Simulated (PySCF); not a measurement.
```xyz
15

C     2.5159    0.2865   -0.2667
O     1.5886   -0.7354   -0.5790
C     0.2829   -0.4489   -0.3646
C    -0.6792   -1.3335   -0.6979
O    -2.0029   -1.0494   -0.5679
C    -2.2995    0.1394    0.0075
C    -1.2616    0.7572    0.8752
O     0.0112    0.7536    0.2186
H     3.4936   -0.1268   -0.5034
H     2.4687    0.5535    0.7919
H     2.3326    1.1809   -0.8667
H    -0.4710   -2.2840   -1.1494
H    -3.3483    0.3057    0.1574
H    -1.1438    0.2086    1.8302
H    -1.4915    1.8007    1.0930
```

Geometry: GFN2-xTB.

The calculation used UKS B3LYP, pcH-1 on C H O, non-relativistic, mean-field spin-orbit, GIAO in PySCF.

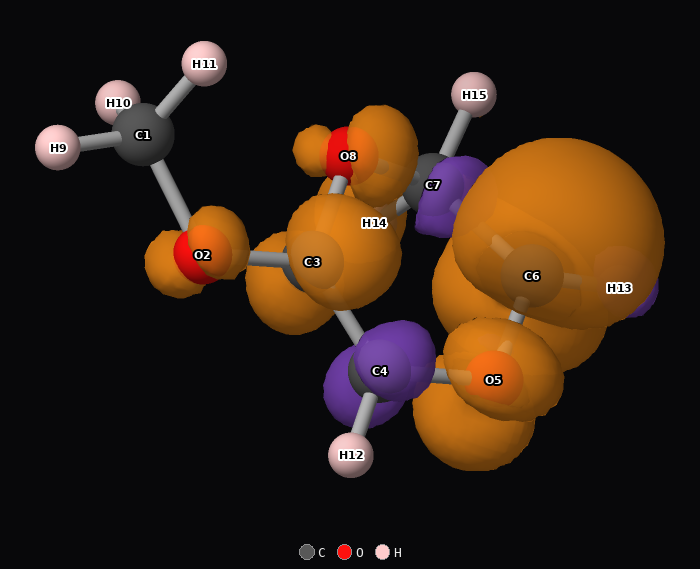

C5H7O3 (SMILES COC1=CO[CH]CO1) (doublet). Isosurfaces of the spin density (α minus β) at +0.015 (orange) and −0.015 e/Å³ (purple), seen at a tilt.

Describe the spin distribution.

The unpaired spin (1 electron) lies mostly on C6 (about 0.6) and O5 (about 0.2), in electrons by Hirshfeld's partition.
